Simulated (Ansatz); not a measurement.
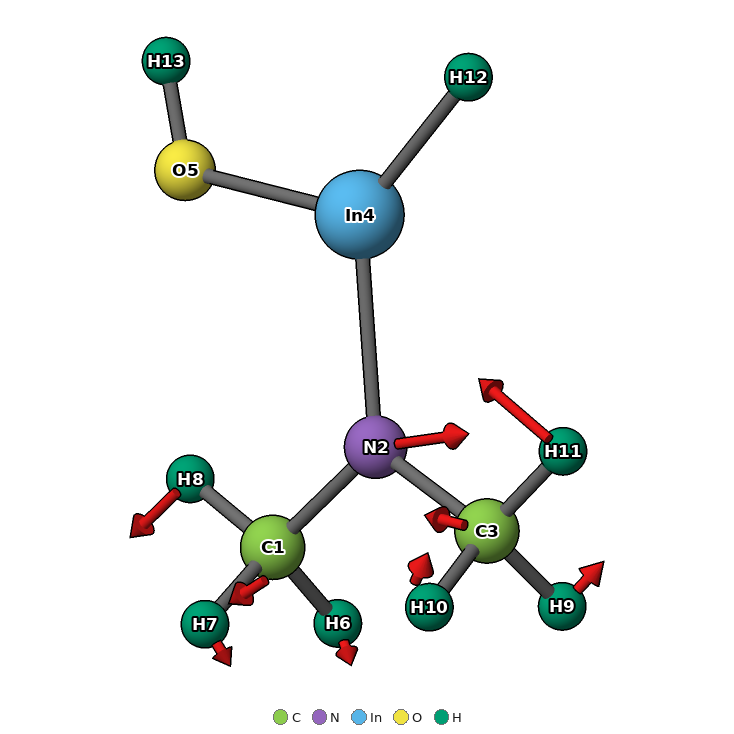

The arrows show one normal mode. Harmonic vibrations computed with RKS PBE0-D4/def2-TZVP, core potentials on In (Ansatz 0.2.0) at a stationary point of the same level.

**At what wavenumber does it lie?**

1244 cm⁻¹; it is mode 18 of 33 counted from the lowest.
